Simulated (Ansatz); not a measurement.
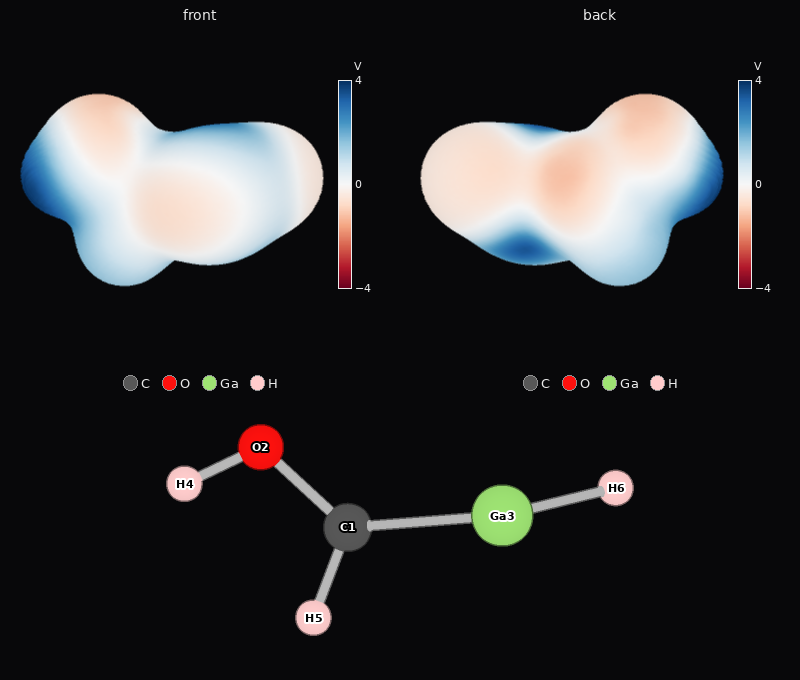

Figure. CH₃GaO. The electrostatic potential painted on the density surface at 0.004 e/bohr³, seen from the front and from behind; red is negative and blue positive. The bare structure is drawn below in the same view.

These are results of UKS B3LYP/def2-mTZVP in Ansatz 0.2.0, not measurements.

| atom | x (Å) | y (Å) | z (Å) |
| --- | --- | --- | --- |
| C | -0.3014 | -0.1632 | -0.1052 |
| O | -1.6055 | -0.5223 | -0.1286 |
| Ga | 0.6758 | 0.3384 | 1.5195 |
| H | -1.7671 | -1.2764 | -0.7170 |
| H | 0.2985 | -0.7348 | -0.8274 |
| H | 1.1060 | 1.8626 | 1.7410 |

> Which sites attract a positive test charge, and which a negative one?

A positive charge is drawn to the negative regions and a negative charge to the positive ones. The most negative region (about −1.1 V) lies over C1 and O2, the most positive (about +3.9 V) over H4.
